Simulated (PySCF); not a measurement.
# BH2Cl− (SMILES [BH2-]Cl) at UB3LYP/STO-3G

Aim: the vertical doublet–quartet gap of BH2Cl− at UB3LYP/STO-3G, from 2 runs. The job is set up through a Python script.

The results are computed with PySCF 2.14.0.

13 further runs of the same task are left out: 13 set aside as unsound or not needed.

### 1 The molecule

BH2Cl− has 4 atoms, charge -1, and is taken as a doublet. As SMILES, `[BH2-]Cl`. The shape is that of a GFN2-xTB optimisation.

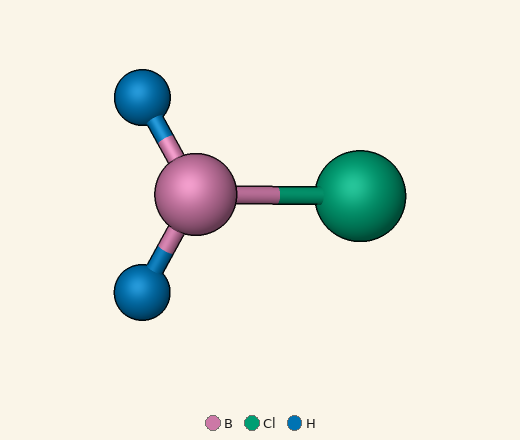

The structure, seen from a chosen angle (boron pink, chlorine teal, hydrogen blue).

### 2 The energy at UB3LYP/STO-3G

File job.py:

```python
from pyscf import gto, dft

mol = gto.M(
    atom=[
    ('B', (-0.072740, -0.194320, -0.337270)),
    ('Cl', (1.390160, 0.062360, 0.884750)),
    ('H', (-0.963970, -0.752550, 0.264630)),
    ('H', (-0.353460, 0.884500, -0.812110)),
],
    basis='sto-3g',
    spin=1,
    charge=-1,
    verbose=3,
    max_memory=1860,
)

ks = dft.UKS(mol)
ks.xc = 'b3lyp'
ks.conv_tol = 1e-10
ks.grids.level = 5
ks.kernel()
if not ks.converged:
    ks = ks.newton().run(ks.mo_coeff, ks.mo_occ)

e_tot = ks.e_tot
print(f'total energy: {e_tot:.8f} hartree')
```

On the command line:

```bash
$ OMP_NUM_THREADS=1 python job.py
```

Log:

```text
WARN: HOMO -0.0672059383099659 >= LUMO -0.067205938309965

converged SCF energy = -480.814479663885  <S^2> = 0.75155894  2S+1 = 2.0015583
total energy: -480.81447966 hartree
```

Wall time 3 s (1 thread of Arm Neoverse V2, shared host); peak memory 0.19 GiB.

### 3 The quartet, same level

File job.py:

```python
from pyscf import gto, dft

mol = gto.Mole()
mol.atom = 'B -0.072740 -0.194320 -0.337270; Cl 1.390160 0.062360 0.884750; H -0.963970 -0.752550 0.264630; H -0.353460 0.884500 -0.812110'
mol.spin = 3
mol.basis = 'sto-3g'
mol.max_memory = 1860
mol.charge = -1
mol.verbose = 3
mol.build()

myscf = dft.UKS(mol)
myscf.xc = 'b3lyp'
myscf.grids.level = 5
myscf.conv_tol = 1e-10
myscf.kernel()
if not myscf.converged:
    myscf = myscf.newton().run(myscf.mo_coeff, myscf.mo_occ)

etot = myscf.e_tot
print('Final energy', etot)
```

On the command line:

```bash
$ OMP_NUM_THREADS=1 python job.py
```

Log:

```text
WARN: HOMO 0.133229978762947 >= LUMO -0.318656186583952

WARN: HOMO 0.564499075498646 >= LUMO 0.174375177784875

WARN: HOMO 0.527161314388493 >= LUMO 0.156245204087264

WARN: HOMO 0.51400955509322 >= LUMO 0.157154364043073

WARN: HOMO 0.514926965959737 >= LUMO 0.15792594688164

WARN: HOMO 0.514968012816456 >= LUMO 0.157786393371124

WARN: HOMO 0.514959899449511 >= LUMO 0.157761885116163

WARN: HOMO 0.51495888481323 >= LUMO 0.157761932953554

WARN: HOMO 0.514959014998602 >= LUMO 0.157761942727211

WARN: HOMO 0.514959160071758 >= LUMO 0.157761902697852

converged SCF energy = -480.399412185589  <S^2> = 3.7501365  2S+1 = 4.0000683
Final energy -480.39941218558886
```

Wall time 3.6 s (1 thread of Arm Neoverse V2, shared host); peak memory 0.2 GiB.

### 4 Results

At UB3LYP/STO-3G:

```
                                        quantity          value
                           doublet: total energy  -480.81448 Eh
     doublet: HOMO energy (highest over α and β)        6.01 eV
      doublet: LUMO energy (lowest over α and β)       11.45 eV
                                   doublet: ⟨S²⟩          0.752
                           quartet: total energy  -480.39941 Eh
     quartet: HOMO energy (highest over α and β)       14.01 eV
                                   quartet: ⟨S²⟩          3.750
vertical energy of the quartet above the doublet      11.295 eV
```

At this shape the quartet lies 11.29 eV (260 kcal/mol) above the doublet. For an anion a state so high probably lies above electron detachment. In a minimal basis such a difference can be off by several eV, whatever the method. Mulliken charges (doublet) run from -0.51 on Cl2 to -0.14 on B1; they depend strongly on the basis. The HOMO (doublet) lies at positive energy, 6.01 eV; only total energies tell whether the electron is bound. The HOMO (quartet) lies at positive energy, 14.01 eV; only total energies tell whether the electron is bound.
